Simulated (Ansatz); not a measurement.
# Run report: BSiH5Cl2O, geometry relaxation (part 2 of 2)

BSiH5Cl2O; RKS B3LYP/6-31G* (Ansatz 0.2.0). The input holds or restrains some coordinates. It belongs to a series of runs on one base structure; here: pulled along the bonds that form and break, towards end A.

Geometry of the input (Å):
```
B  -0.2691  -0.8902  0.2907
Si 1.0788  0.8948  -0.1463
Cl -0.2295  -2.0696  -1.0576
Cl 0.0028  -1.5137  1.9255
H  -0.7343  0.4280  -0.0259
O  -1.8477  -0.1349  0.2607
H  0.5373  2.2150  -0.4933
H  1.9133  1.0570  1.0366
H  1.8844  0.4629  -1.2836
H  -2.3360  -0.4494  -0.5070
```

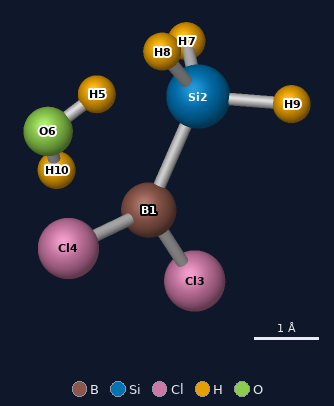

Fig. 1: The geometry at step 10 of the log (ball-and-stick view, seen at a tilt; atoms are numbered from 1 in the order of the input).

## Trajectory as extended XYZ, continued
```
10
Properties=species:S:1:pos:R:3:forces:R:3 step=4 energy=-35728.49504
B     0.2925   -0.9116    0.2578   -1.0443  -1.1512   0.4200
Si    1.2693    0.8193   -0.1367   -1.5254   0.9143  -0.1884
Cl   -0.2121   -2.0612   -1.0553    0.4830   0.4518   0.3002
Cl    0.0214   -1.5108    1.9208    0.4490   0.2584  -0.5226
H    -1.2944    0.3544    0.0285    0.8699   1.0362  -0.0373
O    -2.1815    0.0968    0.2464   -0.9472  -0.5540  -0.3850
H     0.5435    2.1560   -0.4781    0.1178  -1.1319   0.2814
H     1.9717    1.0698    1.0843    0.9850   0.2519   0.6983
H     1.9486    0.4520   -1.3367    1.0948  -0.0902  -0.8531
H    -2.3590   -0.4649   -0.5314   -0.4826   0.0147   0.2865
10
Properties=species:S:1:pos:R:3:forces:R:3 step=5 energy=-35728.85957
B     0.2704   -0.9060    0.2703   -0.4181  -1.5103   0.3253
Si    1.2756    0.7594   -0.1283   -0.1459   1.0784  -0.2113
Cl   -0.1218   -2.0594   -1.0651    0.0796   0.4192   0.3725
Cl    0.1273   -1.5271    1.9318    0.0455   0.2355  -0.4711
H    -1.4346    0.4890    0.0248    0.3149   0.7402  -0.0434
O    -2.3110    0.1479    0.2136   -0.2549  -0.6884  -0.4503
H     0.4889    2.0169   -0.4466   -0.0350  -0.5188   0.1195
H     2.0640    1.0818    1.0709    0.3447   0.0433   0.0936
H     2.0601    0.4778   -1.3409    0.3561  -0.0143  -0.1126
H    -2.4187   -0.4803   -0.5308   -0.2869   0.2151   0.3779
10
Properties=species:S:1:pos:R:3:forces:R:3 step=6 energy=-35728.97740
B     0.3373   -0.9610    0.2822   -0.8791  -1.0642   0.2863
Si    1.2615    0.7448   -0.1177    0.7417   0.5974  -0.1547
Cl   -0.1404   -2.0536   -1.0673    0.2141   0.2156   0.3469
Cl    0.1240   -1.5325    1.9476    0.1789   0.0540  -0.4159
H    -1.4909    0.6486   -0.0715   -1.5730  -0.6276   0.6247
O    -2.2704    0.0930    0.2559    1.5327   0.7127  -1.1264
H     0.3839    1.9220   -0.4229   -0.0795  -0.2368   0.0562
H     2.1217    1.0934    1.0439   -0.0152   0.0988  -0.0376
H     2.1162    0.5020   -1.3129    0.0006   0.1088   0.0065
H    -2.4428   -0.4569   -0.5374   -0.1213   0.1414   0.4141
10
Properties=species:S:1:pos:R:3:forces:R:3 step=7 energy=-35729.09920
B     0.3306   -1.0096    0.3037   -0.3919  -1.0746   0.2378
Si    1.2439    0.6958   -0.1002    0.6102   0.8719  -0.1985
Cl   -0.0928   -2.1085   -1.0494    0.0183   0.1764   0.2858
Cl    0.2048   -1.6091    1.9636   -0.0094   0.0471  -0.3016
H    -1.5044    0.7375   -0.1501   -0.0317   0.4146  -0.1086
O    -2.2051    0.1907    0.2248    0.0436  -0.3372  -0.0985
H     0.2484    1.7856   -0.3908    0.1155  -0.1352   0.0250
H     2.1165    1.1392    1.0225   -0.1428   0.0166   0.0165
H     2.1202    0.5517   -1.2993   -0.1336  -0.0029   0.0012
H    -2.4621   -0.3735   -0.5249   -0.0782   0.0233   0.1411
10
Properties=species:S:1:pos:R:3:forces:R:3 step=8 energy=-35729.12691
B     0.3666   -1.0608    0.3193   -0.3832  -0.9695   0.1632
Si    1.2246    0.6714   -0.0864    0.5120   0.8901  -0.1513
Cl   -0.0649   -2.1514   -1.0352   -0.0032   0.1508   0.2512
Cl    0.2857   -1.6853    1.9713   -0.0423   0.0491  -0.2421
H    -1.5179    0.8480   -0.2831   -0.8103  -0.4493   0.6145
O    -2.1227    0.2471    0.2278    0.6392   0.2125  -1.1014
H     0.1795    1.7126   -0.3827    0.1890  -0.0863  -0.0043
H     2.0559    1.1668    1.0493   -0.1115  -0.0113  -0.0656
H     2.0948    0.5646   -1.2958   -0.0940   0.0023   0.0635
H    -2.5016   -0.3132   -0.4846    0.1043   0.2114   0.4723
10
Properties=species:S:1:pos:R:3:forces:R:3 step=9 energy=-35729.16334
B     0.3793   -1.0872    0.2989   -0.3843  -0.5049   0.1657
Si    1.2085    0.6675   -0.0859    0.5351   0.7282  -0.1467
Cl   -0.1071   -2.1328   -1.0463   -0.0442  -0.1014  -0.0868
Cl    0.3199   -1.7290    1.9312   -0.0147  -0.0795   0.0836
H    -1.5048    0.8575   -0.3006   -0.2672   0.0421  -0.0451
O    -2.0614    0.2745    0.2402    0.1377  -0.0832   0.0728
H     0.1859    1.6810   -0.4911    0.0529  -0.0195  -0.0249
H     1.9431    1.2187    1.0824   -0.0345   0.0053   0.0114
H     2.1516    0.5479   -1.2314    0.0096  -0.0008  -0.0088
H    -2.5149   -0.2983   -0.3977    0.0097   0.0137  -0.0212
10
Properties=species:S:1:pos:R:3:forces:R:3 step=10 energy=-35729.18179
B     0.3919   -1.1046    0.2607   -0.4629  -0.5833   0.1939
Si    1.1976    0.6636   -0.1047    0.5890   0.7560  -0.1479
Cl   -0.1069   -2.1370   -1.0924   -0.0329  -0.0422  -0.0882
Cl    0.3446   -1.7854    1.8812    0.0279  -0.0242   0.0362
H    -1.5166    0.8809   -0.2711   -0.2292   0.0681  -0.0370
O    -2.0249    0.2964    0.3133    0.1154  -0.0979   0.0134
H     0.2141    1.6331   -0.6831    0.0234  -0.0740  -0.0008
H     1.7755    1.2864    1.1168   -0.0424  -0.0073  -0.0293
H     2.2718    0.5222   -1.1303   -0.0082   0.0004   0.0413
H    -2.5471   -0.2557   -0.2905    0.0198   0.0043   0.0184
10
Properties=species:S:1:pos:R:3:forces:R:3 step=11 energy=-35729.19267
B     0.3966   -1.1226    0.2302   -0.4243  -0.6201   0.2030
Si    1.1817    0.6580   -0.1171    0.6489   0.9009  -0.1852
Cl   -0.1395   -2.1241   -1.1351   -0.0349  -0.0062  -0.0448
Cl    0.4069   -1.8542    1.8336    0.0186   0.0217  -0.0385
H    -1.5294    0.9277   -0.2590   -0.2931  -0.0507   0.0794
O    -1.9843    0.3400    0.3706    0.1553  -0.0294  -0.1370
H     0.2224    1.5595   -0.8635    0.2269  -0.2055   0.1451
H     1.5991    1.3535    1.1498   -0.1075  -0.1229  -0.3079
H     2.3815    0.4938   -1.0192   -0.2426   0.0738   0.2306
H    -2.5350   -0.2317   -0.1904    0.0526   0.0384   0.0554
10
Properties=species:S:1:pos:R:3:forces:R:3 step=12 energy=-35729.20505
B     0.3922   -1.1343    0.2204   -0.4272  -0.5953   0.1746
Si    1.1734    0.6482   -0.1233    0.6525   0.9259  -0.1654
Cl   -0.1728   -2.1197   -1.1468   -0.0228  -0.0068  -0.0234
Cl    0.4118   -1.8741    1.8189    0.0248   0.0121  -0.0398
H    -1.5343    0.9518   -0.2472   -0.2928  -0.0665   0.0839
O    -1.9666    0.3555    0.3907    0.1673  -0.0248  -0.1355
H     0.2448    1.5342   -0.9130    0.1144  -0.1741   0.0972
H     1.5364    1.3752    1.1361   -0.0816  -0.1234  -0.1978
H     2.4068    0.5105   -0.9737   -0.1739   0.0019   0.1622
H    -2.4916   -0.2472   -0.1623    0.0395   0.0511   0.0441
10
Properties=species:S:1:pos:R:3:forces:R:3 step=13 energy=-35729.22800
B     0.3948   -1.1490    0.1869   -0.3469  -0.5560   0.1160
Si    1.1573    0.6452   -0.1389    0.4624   0.6364  -0.0748
Cl   -0.2383   -2.0969   -1.1791   -0.0250  -0.0140   0.0059
Cl    0.4981   -1.9331    1.7606   -0.0046  -0.0032  -0.0202
H    -1.5462    0.9823   -0.2451   -0.1799   0.0627  -0.0006
O    -1.9179    0.4014    0.4382    0.1209  -0.0623  -0.0350
H     0.2951    1.4455   -1.0601    0.0072  -0.0302  -0.0115
H     1.3428    1.4190    1.1158   -0.0132  -0.0059  -0.0116
H     2.4796    0.5087   -0.8153    0.0077   0.0081   0.0089
H    -2.4653   -0.2233   -0.0632   -0.0286  -0.0356   0.0229
10
Properties=species:S:1:pos:R:3:forces:R:3 step=14 energy=-35729.22171 accepted=F
B     0.4298   -1.1716    0.1439   -0.6396  -0.5944   0.1051
Si    1.1527    0.6428   -0.1508    0.5655   0.6734  -0.1226
Cl   -0.3468   -2.0601   -1.1999    0.1621   0.0219   0.1013
Cl    0.5477   -1.9827    1.7040    0.0713  -0.0225  -0.0652
H    -1.5492    0.9955   -0.2586   -0.2444  -0.0736   0.1787
O    -1.8447    0.4289    0.4787    0.0126  -0.0145  -0.3142
H     0.3472    1.3466   -1.2055    0.1148  -0.0406   0.1257
H     1.1506    1.4609    1.1024    0.0080  -0.1102  -0.2013
H     2.5619    0.5442   -0.6647   -0.1787   0.0668   0.0674
H    -2.4491   -0.2045    0.0504    0.1284   0.0937   0.1249
10
Properties=species:S:1:pos:R:3:forces:R:3 step=15 energy=-35729.23081
B     0.3920   -1.1601    0.1735   -0.2673  -0.6396   0.0782
Si    1.1450    0.6379   -0.1401    0.4538   0.6812  -0.1014
Cl   -0.2716   -2.0976   -1.1886   -0.0261   0.0284   0.0445
Cl    0.5497   -1.9734    1.7290   -0.0363   0.0176  -0.0137
H    -1.5540    1.0078   -0.2620   -0.1953   0.0140   0.0372
O    -1.8860    0.4382    0.4523    0.0747  -0.0979  -0.1020
H     0.3144    1.3954   -1.1254    0.0232  -0.0090   0.0119
H     1.2483    1.4358    1.1104   -0.0163  -0.0197  -0.0360
H     2.5081    0.5254   -0.7416   -0.0344  -0.0117   0.0273
H    -2.4459   -0.2095   -0.0078    0.0240   0.0366   0.0541
```

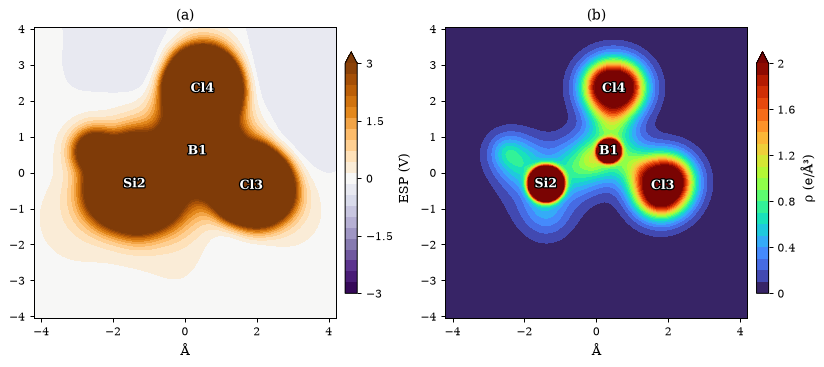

Fig. 2: (a) molecular electrostatic potential; (b) total electron density on the plane of atoms Si2, B1 and Cl3. The plane passes through B, Si and Cl nuclei. B–Cl (1.76 Å): ρ is about 1.3 e/Å³ halfway. Si–B (1.97 Å): ρ is about 0.86 e/Å³ halfway.

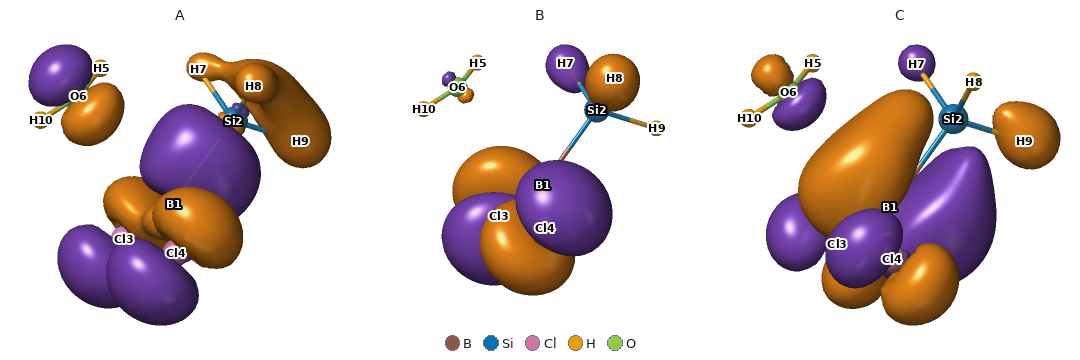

Fig. 3: Three frontier orbitals at ±0.1 Å⁻³ᐟ² (orange and purple are the two phases). B is the HOMO−1 (−8.72 eV). A is the HOMO (−8.03 eV). It lies mainly on Cl4 (25 %), Si2 (20 %), B1 (20 %), Cl3 (20 %) and O6 (10 %). C is the LUMO (−1.89 eV). It lies mainly on B1 (45 %), Cl4 (15 %), Cl3 (15 %) and Si2 (15 %). The HOMO–LUMO gap is 6.14 eV between the orbital energies.

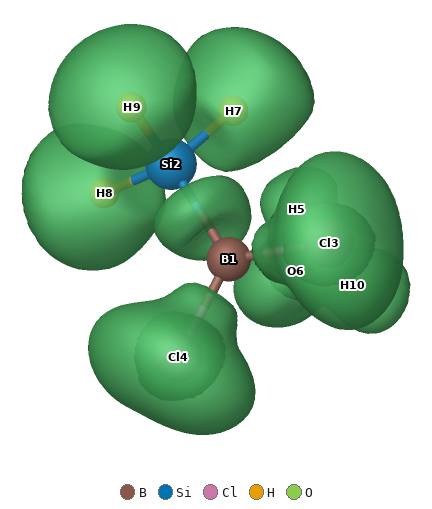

Fig. 4: Isosurface of the electron localisation function at 0.75 (green), seen at an oblique angle. Only the valence region is drawn (cores and ρ < 0.01 e/Å³ removed). Along the contacts the grid gives the following.

## Summary

- outcome: converged under the restraints of the input
- total energy: −35729.2311 eV
- mean-field energy: −35729.2311 eV
- largest force (length of the vector) at the end, held atoms and coordinates included: 0.825 eV/Å
- wall time: 18 s (CPU time 34 s)
- peak memory: 0.26 GiB
